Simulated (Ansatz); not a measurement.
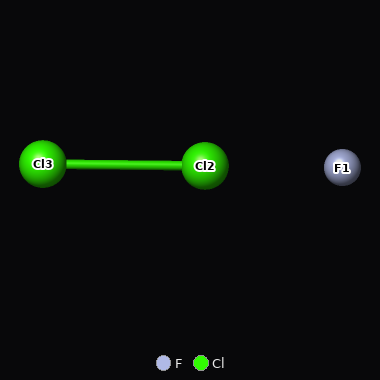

The system is F⁻ + Cl₂; the picture shows the reference structure. First axis: distance F1–Cl2. Second axis: distance Cl2–Cl3. Nothing is relaxed (the angle F1–Cl2–Cl3 is fixed at 180 degrees). Grid: 12 × 12 points. Energies are in kJ/mol, from F with charge -1 far from the relaxed ClCl (each part in its own basis). The reference is spin-restricted, so regions where a bond is pulled apart into radicals lie too high. These are results of Ansatz 0.2.0, RKS wB97X-V/def2-TZVPD, not measurements.

Its coordinates:

```xyz
3

F    -1.8700    0.0000    0.0000
Cl    0.0000    0.0000    0.0000
Cl    2.2060    0.0000    0.0000
```

Range: distance F1–Cl2 from 1.296 to 2.896 Å; distance Cl2–Cl3 from 1.632 to 3.232 Å.

What will the energy surface look like?

The lowest grid point is at distance F1–Cl2 = 1.870 Å, distance Cl2–Cl3 = 2.206 Å, −158 kJ/mol from F with charge -1 far from the relaxed ClCl (each part in its own basis). It is the only kind of minimum in the scanned range. The highest grid point, distance F1–Cl2 = 1.296 Å, distance Cl2–Cl3 = 1.632 Å, lies 1106 kJ/mol above the lowest. Round the minimum the valley is somewhat tilted: raising distance F1–Cl2 shifts the best value of distance Cl2–Cl3 downwards (coupling k₁₂/√(k₁₁k₂₂) about 0.5).

| distance Cl2–Cl3 ↓, distance F1–Cl2 → | 1.296 | 1.367 | 1.470 | 1.592 | 1.726 | 1.870 | 2.024 | 2.185 | 2.354 | 2.529 | 2.710 | 2.896 |
| --- | --- | --- | --- | --- | --- | --- | --- | --- | --- | --- | --- | --- |
| 3.232 | 250 | 95 | −33 | −93 | −99 | −71 | −27 | 21 | 69 | 112 | 149 | 180 |
| 3.046 | 248 | 92 | −39 | −102 | −112 | −89 | −49 | −3 | 42 | 83 | 119 | 149 |
| 2.865 | 248 | 90 | −43 | −112 | −126 | −108 | −73 | −31 | 11 | 50 | 84 | 113 |
| 2.690 | 253 | 92 | −45 | −119 | −140 | −128 | −98 | −61 | −22 | 14 | 45 | 72 |
| 2.521 | 265 | 101 | −41 | −122 | −151 | −146 | −123 | −91 | −56 | −24 | 5 | 30 |
| 2.360 | 289 | 121 | −28 | −117 | −154 | −158 | −142 | −116 | −87 | −59 | −33 | −11 |
| 2.206 | 331 | 159 | 2 | −97 | −145 | −158 | −151 | −133 | −109 | −86 | −64 | −45 |
| 2.062 | 397 | 220 | 54 | −55 | −115 | −140 | −142 | −132 | −115 | −97 | −80 | −64 |
| 1.928 | 494 | 312 | 137 | 15 | −57 | −93 | −106 | −104 | −94 | −81 | −68 | −56 |
| 1.806 | 629 | 441 | 257 | 124 | 39 | −9 | −31 | −37 | −34 | −26 | −17 | −8 |
| 1.703 | 794 | 602 | 410 | 267 | 171 | 114 | 83 | 71 | 69 | 73 | 80 | 87 |
| 1.632 | 948 | 753 | 556 | 406 | 304 | 240 | 204 | 188 | 183 | 185 | 190 | 196 |

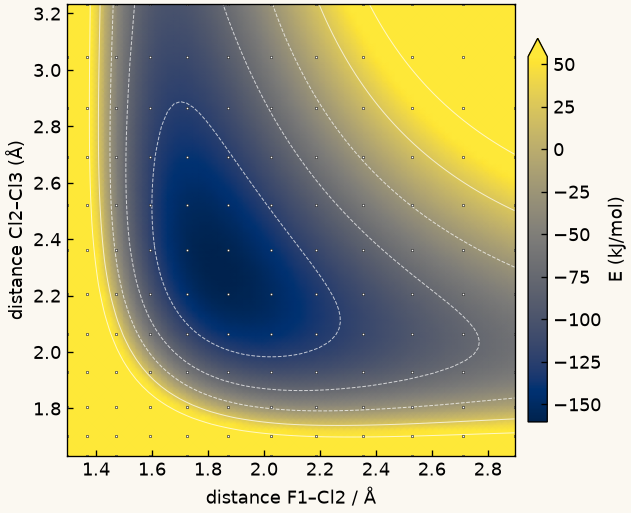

Drawn: a smooth colour map with a few white contour lines, dots at the grid points, one colour for all values above the top of the scale. Between grid points the surface is interpolated.

The whole map (144 points run) took 9.9 min on 1 thread of Intel(R) Xeon(R) Gold 6455B (Sapphire Rapids) (shared host).
